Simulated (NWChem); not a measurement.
**One shape, several levels: C3H6N (SMILES NC1[CH]C1)**

We compute a comparison of 3 runs (UHF/6-31G**, UHF/def2-SVP, UPBE0/def2-SVP) of C3H6N. 

Program for the calculation: NWChem 7.3.0.

**1. The system as given**

C3H6N has 10 atoms, charge 0, and is taken as a doublet. SMILES: `NC1[CH]C1`. Geometry: relaxed at GFN2-xTB. This is one conformer, not always the lowest.

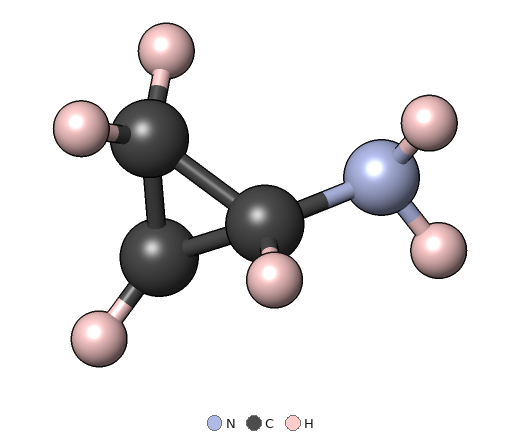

The structure, seen from a chosen angle (nitrogen light blue, carbon dark grey, hydrogen pink).

**2. Energy and forces at UHF/6-31G(d,p) (spherical functions) (run 1)**

The input, sp.nw:

```
start sp
memory total 2200 mb
charge 0

geometry noautosym nocenter noautoz
  N     -1.234120     0.810700    -0.231340
  C     -0.022900     0.057900    -0.424340
  C      0.117410    -1.254680     0.209450
  C      0.849330    -0.140860     0.804620
  H     -1.942140     0.530120    -0.901830
  H     -1.063880     1.804310    -0.345860
  H      0.475980     0.198320    -1.394230
  H      0.434030    -2.202280    -0.168210
  H      0.454850     0.287800     1.715930
  H      1.931440    -0.091330     0.735800
end

basis spherical bse
  N library 6-31G**
  C library 6-31G**
  H library 6-31G**
end

scf
  nopen 1
  uhf
  thresh 1e-08
  maxiter 80
  print medium
end

task scf gradient
```

The run is started by

```console
$ nwchem sp.nw > sp.out
```

What it wrote:

```text
[...]
  functions       =    86
[...]
  wavefunction    = UHF
[...]
         Total SCF energy =   -171.450053761718
      One electron energy =   -463.616548497433
      Two electron energy =    174.793084089106
 Nuclear repulsion energy =    117.373410646610
                       Sz =      0.5000
                 Sz(Sz+1) =      0.7500
                      S^2 =      0.7607
[...]
                         UHF ENERGY GRADIENTS
    atom               coordinates                        gradient
                 x          y          z           x          y          z
   1 N      -2.332149   1.532001  -0.437169    0.006649  -0.003802   0.008054
   2 C      -0.043275   0.109415  -0.801886   -0.005072  -0.008816   0.010507
   3 C       0.221873  -2.371001   0.395803    0.007683   0.003756  -0.002595
   4 C       1.605001  -0.266187   1.520511   -0.006585  -0.006544  -0.002478
   5 H      -3.670112   1.001782  -1.704212   -0.008889  -0.004557  -0.008708
   6 H      -2.010442   3.409651  -0.653581    0.002037   0.013366  -0.000580
   7 H       0.899472   0.374770  -2.634713    0.000872   0.002566  -0.011133
   8 H       0.820198  -4.161706  -0.317871   -0.001525   0.001691   0.001891
   9 H       0.859542   0.543863   3.242638   -0.000045   0.001667   0.002308
  10 H       3.649892  -0.172589   1.390460    0.004876   0.000673   0.002733
[...]
```

Wall time 13 s (1 thread of AMD EPYC 9R45 (Zen 5), shared host); peak memory 0.1 GiB.

**3. Energy and gradient at UHF/def2-SVP (run 2)**

The input, c3h6n.xyz:

```xyz
10

N     -1.234120     0.810700    -0.231340
C     -0.022900     0.057900    -0.424340
C      0.117410    -1.254680     0.209450
C      0.849330    -0.140860     0.804620
H     -1.942140     0.530120    -0.901830
H     -1.063880     1.804310    -0.345860
H      0.475980     0.198320    -1.394230
H      0.434030    -2.202280    -0.168210
H      0.454850     0.287800     1.715930
H      1.931440    -0.091330     0.735800
```

The input, run.py:

```python
from ase.io import read
from ase.calculators.nwchem import NWChem

molecule = read('c3h6n.xyz')

calc = NWChem(
    label='c3h6n',
    theory='scf',
    memory='2200 mb',
    basis='def2-SVP',
    basispar='spherical bse',
    scf={'nopen': '1', 'uhf': None, 'thresh': '1e-08', 'maxiter': '80'},
)
molecule.calc = calc

forces = molecule.get_forces()
print("Total energy (eV):", round(molecule.get_potential_energy(), 6))
print("forces (eV/A):")
for s, f in zip(molecule.symbols, forces):
    print(f"{s:2s} {f[0]:10.5f} {f[1]:10.5f} {f[2]:10.5f}")
```

The run is started by

```console
$ export ASE_NWCHEM_COMMAND="nwchem PREFIX.nwi > PREFIX.nwo"
$ python run.py
```

What it wrote:

```text
Total energy (eV): -4661.758125
forces (eV/A):
N    -0.11431    0.01090   -0.34936
C    -0.00710    0.51633   -0.21124
C    -0.41904    0.08464    0.21417
C     0.17473    0.20250   -0.10058
H     0.31851    0.20939    0.33445
H    -0.10578   -0.50831    0.00226
H     0.06639   -0.11153    0.35157
H     0.16203   -0.40428   -0.20641
H    -0.09714    0.03420    0.11724
H     0.02170   -0.03384   -0.15206
```

The calculator wrote c3h6n.nwi:

```
title "c3h6n"

permanent_dir c3h6n

scratch_dir c3h6n

start c3h6n

geometry units angstrom nocenter noautosym noautoz
  N  -1.2341200000000001e+00 8.1069999999999998e-01 -2.3133999999999999e-01
  C  -2.2900000000000000e-02 5.7900000000000000e-02 -4.2433999999999999e-01
  C  1.1741000000000000e-01 -1.2546800000000000e+00 2.0945000000000000e-01
  C  8.4933000000000003e-01 -1.4086000000000001e-01 8.0462000000000000e-01
  H  -1.9421400000000000e+00 5.3012000000000004e-01 -9.0183000000000002e-01
  H  -1.0638799999999999e+00 1.8043100000000001e+00 -3.4586000000000000e-01
  H  4.7598000000000001e-01 1.9832000000000000e-01 -1.3942300000000001e+00
  H  4.3403000000000003e-01 -2.2022800000000000e+00 -1.6821000000000000e-01
  H  4.5484999999999998e-01 2.8780000000000000e-01 1.7159300000000000e+00
  H  1.9314400000000000e+00 -9.1329999999999995e-02 7.3580000000000001e-01
end

memory 2200 mb

basis spherical bse noprint
   * library def2-SVP
end

scf
  nopen 1
  uhf
  thresh 1e-08
  maxiter 80
end

task scf gradient
```

c3h6n.nwo:

```text
Northwest Computational Chemistry Package (NWChem) 7.3.0
             --------------------------------------------------------

           Job information
           ---------------

    nwchem branch   = 7.3.0
    use scalapack   = T
    input           = c3h6n.nwi
    prefix          = c3h6n.
    data base       = c3h6n/c3h6n.db
    status          = startup
    nproc           =        1

           Memory information
           ------------------

    heap     =     72089596 doubles =      550.0 Mbytes
    stack    =     72089601 doubles =      550.0 Mbytes
    global   =    144179200 doubles =     1100.0 Mbytes (distinct from heap & stack)
    total    =    288358397 doubles =     2200.0 Mbytes
    verify   = yes
    hardfail = no

[... 37 lines left out ...]
            Nuclear Dipole moment (a.u.)
[... 92 lines left out ...]
 1-e energy   =    -459.845105
[... 7 lines left out ...]
         Quadratically convergent UHF
[... 15 lines left out ...]
       Final UHF  results
[... 3 lines left out ...]
      One electron energy =   -463.296372816084
[... 1 line left out ...]
 Nuclear repulsion energy =    117.373410646610
[... 38 lines left out ...]
          Final beta eigenvalues
[... 214 lines left out ...]
                     UHF Final Beta Molecular Orbital Analysis
[... 255 lines left out ...]
                         UHF ENERGY GRADIENTS

    atom               coordinates                        gradient
                 x          y          z           x          y          z
   1 N      -2.332149   1.532001  -0.437169    0.002223  -0.000212   0.006794
   2 C      -0.043275   0.109415  -0.801886    0.000138  -0.010041   0.004108
   3 C       0.221873  -2.371001   0.395803    0.008149  -0.001646  -0.004165
[... 6 lines of this table left out ...]
  10 H       3.649892  -0.172589   1.390460   -0.000422   0.000658   0.002957

                 ----------------------------------------
                 |  Time  |  1-e(secs)   |  2-e(secs)   |
                 ----------------------------------------
                 |  CPU   |       0.00   |       0.89   |
                 ----------------------------------------
                 |  WALL  |       0.00   |       0.89   |
                 ----------------------------------------

 Task  times  cpu:       10.2s     wall:       10.2s
 Total times  cpu:       10.2s     wall:       10.2s
```

Run time: 11 s. Hardware: 1 thread of AMD EPYC 9R45 (Zen 5), shared host; peak memory 0.1 GiB.

**4. Energy and forces at UPBE0/def2-SVP (run 3)**

The input, run.py:

```python
from ase import Atoms
from ase.calculators.nwchem import NWChem

mol = Atoms(['N', 'C', 'C', 'C', 'H', 'H', 'H', 'H', 'H', 'H'], positions=[
    [-1.234120, 0.810700, -0.231340],
    [-0.022900, 0.057900, -0.424340],
    [0.117410, -1.254680, 0.209450],
    [0.849330, -0.140860, 0.804620],
    [-1.942140, 0.530120, -0.901830],
    [-1.063880, 1.804310, -0.345860],
    [0.475980, 0.198320, -1.394230],
    [0.434030, -2.202280, -0.168210],
    [0.454850, 0.287800, 1.715930],
    [1.931440, -0.091330, 0.735800],
])

calc = NWChem(
    label='struct',
    theory='dft',
    memory='2200 mb',
    basis='def2-SVP',
    basispar='spherical bse',
    dft={'xc': 'pbe0', 'mult': '2', 'grid': 'xfine', 'convergence': 'energy 1e-08', 'iterations': '100', 'mulliken': None},
)
mol.calc = calc

forces = mol.get_forces()
print(f"energy = {mol.get_potential_energy():.6f} eV")
print("forces (eV/A):")
for s, f in zip(mol.symbols, forces):
    print(f"{s:2s} {f[0]:10.5f} {f[1]:10.5f} {f[2]:10.5f}")
```

The run is started by

```console
$ export ASE_NWCHEM_COMMAND="nwchem PREFIX.nwi > PREFIX.nwo"
$ python run.py
```

What it wrote:

```text
energy = -4686.721606 eV
forces (eV/A):
N     0.11683   -0.32720    0.27573
C    -0.41230    0.45807   -0.01440
C    -0.24832    0.60884    0.28210
C    -0.04782   -0.20744   -0.31563
H    -0.08294    0.01059   -0.08906
H     0.02072    0.09924   -0.09369
H     0.29835   -0.08937   -0.06901
H     0.21114   -0.78938   -0.29881
H    -0.27871    0.25490    0.44161
H     0.42310   -0.01825   -0.11884
```

The calculator wrote struct.nwi:

```
title "struct"

permanent_dir struct

scratch_dir struct

start struct

geometry units angstrom nocenter noautosym noautoz
  N  -1.2341200000000001e+00 8.1069999999999998e-01 -2.3133999999999999e-01
  C  -2.2900000000000000e-02 5.7900000000000000e-02 -4.2433999999999999e-01
  C  1.1741000000000000e-01 -1.2546800000000000e+00 2.0945000000000000e-01
  C  8.4933000000000003e-01 -1.4086000000000001e-01 8.0462000000000000e-01
  H  -1.9421400000000000e+00 5.3012000000000004e-01 -9.0183000000000002e-01
  H  -1.0638799999999999e+00 1.8043100000000001e+00 -3.4586000000000000e-01
  H  4.7598000000000001e-01 1.9832000000000000e-01 -1.3942300000000001e+00
  H  4.3403000000000003e-01 -2.2022800000000000e+00 -1.6821000000000000e-01
  H  4.5484999999999998e-01 2.8780000000000000e-01 1.7159300000000000e+00
  H  1.9314400000000000e+00 -9.1329999999999995e-02 7.3580000000000001e-01
end

memory 2200 mb

basis spherical bse noprint
   * library def2-SVP
end

dft
  xc pbe0
  mult 2
  grid xfine
  convergence energy 1e-08
  iterations 100
  mulliken
end

task dft gradient
```

struct.nwo:

```text
Northwest Computational Chemistry Package (NWChem) 7.3.0
             --------------------------------------------------------

           Job information
           ---------------

    nwchem branch   = 7.3.0
    use scalapack   = T
    input           = struct.nwi
    prefix          = struct.
    data base       = struct/struct.db
    status          = startup
    nproc           =        1

           Memory information
           ------------------

    heap     =     72089596 doubles =      550.0 Mbytes
    stack    =     72089601 doubles =      550.0 Mbytes
    global   =    144179200 doubles =     1100.0 Mbytes (distinct from heap & stack)
    total    =    288358397 doubles =     2200.0 Mbytes
    verify   = yes
    hardfail = no

[... 127 lines left out ...]
          Convergence on energy requested:  1.00D-08
[... 25 lines left out ...]
          Convergence Information
[... 30 lines left out ...]
 1-e energy   =    -459.845105
[... 61 lines left out ...]
      One electron energy =     -463.725949939233
[... 8 lines left out ...]
                    DFT Final Alpha Molecular Orbital Analysis
[... 1344 lines left out ...]
          Convergence on gradient requested:  5.00D-04
[... 26 lines left out ...]
          total energy or number of iterations.
[... 26 lines left out ...]
                         DFT ENERGY GRADIENTS

    atom               coordinates                        gradient
                 x          y          z           x          y          z
   1 N      -2.332149   1.532001  -0.437169   -0.002272   0.006363  -0.005362
   2 C      -0.043275   0.109415  -0.801886    0.008018  -0.008908   0.000280
   3 C       0.221873  -2.371001   0.395803    0.004829  -0.011840  -0.005486
[... 6 lines of this table left out ...]
  10 H       3.649892  -0.172589   1.390460   -0.008228   0.000355   0.002311

                 ----------------------------------------
                 |  Time  |  1-e(secs)   |  2-e(secs)   |
                 ----------------------------------------
                 |  CPU   |       0.00   |       0.83   |
                 ----------------------------------------
                 |  WALL  |       0.00   |       0.83   |
                 ----------------------------------------

 Task  times  cpu:       42.5s     wall:       42.5s
 Total times  cpu:       42.5s     wall:       42.5s
```

Wall time 44 s (1 thread of AMD EPYC 9R45 (Zen 5), shared host); peak memory 0.15 GiB.

**5. The series**

```csv
run,level,iteration cap,module,energy (Eh),dipole moment (D),HOMO energy (eV),LUMO energy (eV),wall time
1,UHF/6-31G** (spherical functions),80,scf,-171.450054,1.73,-9.81,3.85,13 s
2,UHF/def2-SVP,80,scf,-171.316453,1.72,-9.95,3.46,11 s
3,UPBE0/def2-SVP,100,dft,-172.233844,1.67,-6.34,-1.34,44 s
```

**6. Results**

| quantity | value |
| --- | --- |
| run 3: total energy | -172.23384 Eh |
| run 3: dipole moment | 1.67 D |
| run 3: HOMO energy (highest over α and β) | -6.34 eV |
| run 3: LUMO energy (lowest over α and β) | -1.34 eV |
| run 3: ⟨S²⟩ | 0.754 |
| run 3: largest force on an atom | 0.870 eV/Å |

In words: The dipole moment (its size) runs from 1.67 D (UPBE0/def2-SVP) to 1.73 D (UHF/6-31G**). The two ends differ in method and basis. All runs together took 68 s, the longest 44 s.
